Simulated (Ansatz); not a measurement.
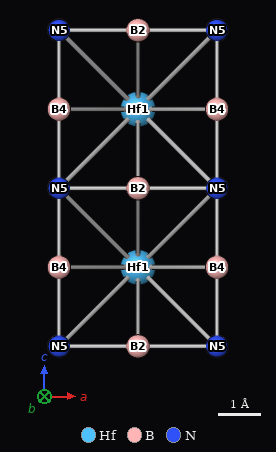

Solid HfB₃N (a generated structure, set up in Pm-3m) (coarse preliminary run), before the relaxation. Style: ball-and-stick. Shown: the cell of the calculation, repeated 1 × 1 × 2 with one cell outlined, along the b axis.

Level of theory: Ansatz 0.2.0, DFT PBE, scalar-relativistic, plane waves, PAW.

Input file:
```yaml
crystal:
  lattice:
    - [3.83788309, 0.0, 0.0]
    - [0.0, 3.83788309, 0.0]
    - [0.0, 0.0, 3.83788309]
  atoms:
    - { symbol: Hf, position: [0.5, 0.5, 0.5] }
    - { symbol: B, position: [0.5, 0.0, 0.0] }
    - { symbol: B, position: [0.0, 0.5, 0.0] }
    - { symbol: B, position: [0.0, 0.0, 0.5] }
    - { symbol: "N", position: [0.0, 0.0, 0.0] }
basis:
  ecutwfc: 420
kpoints:
  mp_grid: { grid: [4, 4, 4] }
hamiltonian:
  xc: pbe
scf:
  occupations: { method: gaussian, width: 0.1 }
  lower_state_search: "off"
output:
  forces: true
  stress: true
  eigenvalues: true
relax:
  adjacent_minimum: "off"
  f_tol: 0.04
  max_steps: 70
  cell: { stress_tol: 0.4 }
```

Launched with:
```bash
ansatz run input.yaml --threads 1 --pin off --max-ram 2560MiB --backend cpu --events-out ev --progress --plain --runs-dir out
```

Q: What does the optimiser find from here?

A: The atoms keep their places relative to the cell (all moves are under 0.005 Å). The drawn cell changes as follows: a = b = c 3.838 → 3.629 Å (−5.4 %); the volume changes by −15.4 %. Near-neighbour distances that change, for instance: Hf1–N5 3.324 → 3.143 Å, Hf1–B2 2.714 → 2.566 Å, B2–N5 1.919 → 1.815 Å. The space group stays Pm-3m (No. 221). After 3 accepted moves (4 points after the start) the energy has fallen by 137 meV per atom. All forces vanish by symmetry, so only the cell relaxes. The pressure goes from −21.69 to −0.26 GPa. At 1 point the geometry stayed and the basis and grid were re-selected for the new cell (energy shift of 1.5 meV per atom at most each time). Cost: 11 s on 1 thread of Arm Neoverse N1, with other jobs on the host, peak memory 0.32 GiB.

The structure at the end:

```
Hf B N
1.0
     3.62919    0.00000    0.00000
     0.00000    3.62919    0.00000
     0.00000    0.00000    3.62919
Hf B N
1 3 1
Direct
  0.50000 0.50000 0.50000
  0.50000 0.00000 0.00000
  0.00000 0.50000 0.00000
  0.00000 0.00000 0.50000
  0.00000 0.00000 0.00000
```

The end point in the same view:

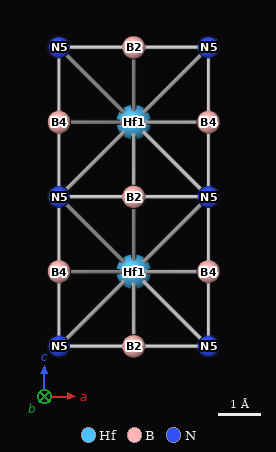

Limits of the set-up: the k-point mesh is coarse for a cell with partly filled bands.
